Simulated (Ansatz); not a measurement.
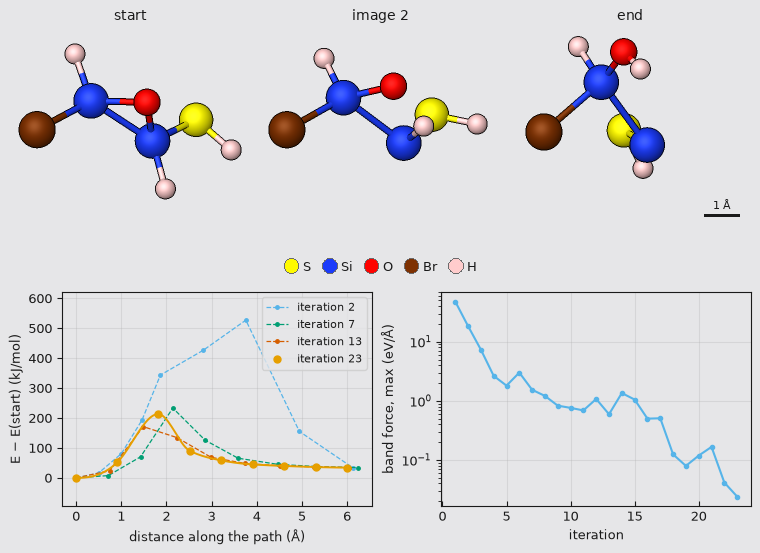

A nudged-elastic-band calculation for Si₂H₃SOBr. Images are numbered from 0 (start) to 8 (end). The plot follows the band through its iterations. A ball-and-stick model, seen at a tilt.

These are results of RKS B3LYP-D4/def2-SVP in Ansatz 0.2.0, not measurements. Run with 7 movable images; climbing image; force threshold 0.03 eV/Å; iteration limit 60; starting path through a guess of the saddle point.

Question: Did the band converge, and can the barrier be trusted?

Answer: The result is final at these settings. The band converged in 23 iterations. The largest component of the band force went from 48 to 0.024 eV/Å. The climbing image converged on the top of the path. Its vibrational analysis gives one imaginary mode (1380i cm⁻¹), as a transition state must have. The first iteration put the highest image at 1659.6 kJ/mol. The energy climbs by 213.4 kJ/mol to image 2 and then falls by 178.8 kJ/mol, so the end point sits at +34.6 kJ/mol.
